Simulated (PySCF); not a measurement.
SMILES Br[Te]Br at its CAM-B3LYP/def2-SVP optimised geometry (Å):

```
3

Te    -1.0226    -1.2324     0.0000
Br     1.4851    -1.2324     0.0000
Br    -1.4851     1.2324     0.0000
```

Computed with CAM-B3LYP/def2-TZVP, def2 effective core potentials past Kr run with PySCF 2.14.0. The core electrons that the potentials of Te replace are not part of the density. Cells within 0.4 Å of a nucleus heavier than hydrogen are left out (blank, or x).

Map of the log10 of the electron density (e/bohr³), floored at −4 on the plane z = 0.0 Å:

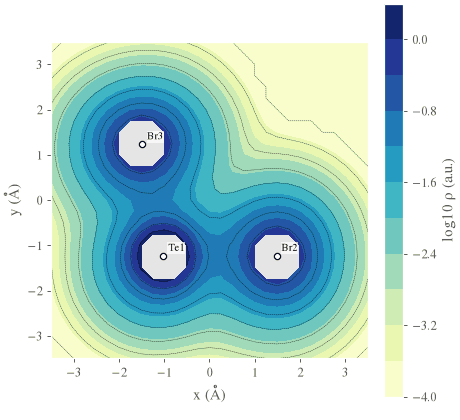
Fig. 1. Log10 of the electron density (e/bohr³), floored at −4 on the plane z = 0.0 Å.
